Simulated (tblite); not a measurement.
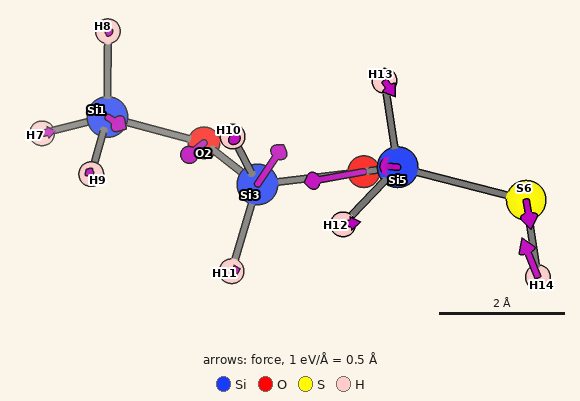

Starting geometry of Si₃H₈SO₂ with the computed forces as purple arrows. The picture is a ball-and-stick view, seen at a tilt.

The calculation used GFN2-xTB geometry optimisation, gas phase (tblite 0.8.0). 

Question: Is this structure relaxed? If not, where do the atoms go?

Answer: It isn't relaxed: the largest force vector, on an O atom, is 3.22 eV/Å. The final displacements have little in common with the starting forces (cosine between the two patterns 0.28). The energy falls by 1.919 eV in 208 geometry steps. The largest move after the best rigid fit is that of an H atom, 3.26 Å. By element the largest moves are H 3.26 Å, S 2.30 Å, O 1.98 Å, Si 1.57 Å. Among the contacts that change: Si–Si 2.727 → 3.145 Å, Si–Si 2.713 → 3.127 Å, O–Si 1.735 → 1.612 Å, O–Si 1.724 → 1.626 Å. Among the angles between lasting bonds that change: Si–O–Si 104.5° → 152.8°, Si–O–Si 103.3° → 149.9°, Si–S–H 107.7° → 96.5°. Groups turn about O–Si by about 170°, O–Si by about 165°, O–Si by about 160°.
